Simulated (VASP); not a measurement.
Energy against volume of MgSe (rock salt). Computed with AM05 GGA, VASP's PBE PAW potentials (set 64) (plane waves; VASP).

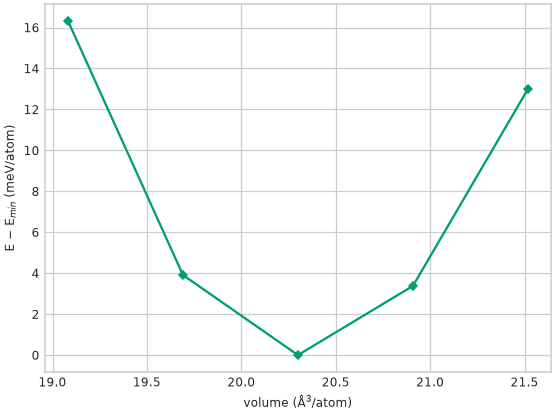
Figure: Energy against volume

### Question
Estimate the equilibrium volume and the bulk modulus.

### Answer
The minimum lies near 20.3 Å³/atom, and the curvature gives B0 of about 64 GPa.

Measured: a 5.460 Å (computed value off by -0.1 %), as given by M J Lucero et al., Journal of Physics Condensed Matter (2012), arXiv:1111.4515. The calculation is for a static lattice, while the measured a holds thermal and zero-point effects, which are part of the difference.

The compound is MgSe in the rock salt structure. It was relaxed first.
